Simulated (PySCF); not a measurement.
System: WC (triplet).

```xyz
2

W     0.0000    0.0000   -0.1028
C     0.0000    0.0000    1.5762
```

Method: PySCF 2.14.0, PBE0/x2c-TZVPPall, spin-free X2C-1e, Gaussian nucleus, at a bond length of 1.679 Å.

What will maps of the electron density, electron localisation function and spin density show?

C–W (1.68 Å): ρ at the midpoint is about 2.4 e/Å³, with its minimum of 2 e/Å³ about 0.7 Å from C; the ELF peaks at about 0.75 in the valence shell of C, 0.5 Å from its nucleus, and is about 0.45 at the midpoint.
The unpaired spin (2 electrons) lies mostly on W1 (about 2.1), in electrons by Hirshfeld's partition, with opposite, polarisation-induced spin on C2.

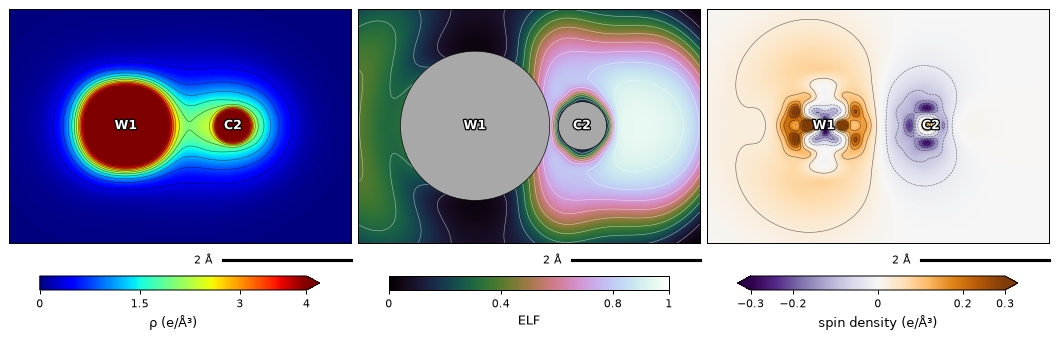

Computed electron density, electron localisation function and spin density on a plane that holds the molecular axis, in this order. Grey discs cover the atomic cores in the ELF map. 
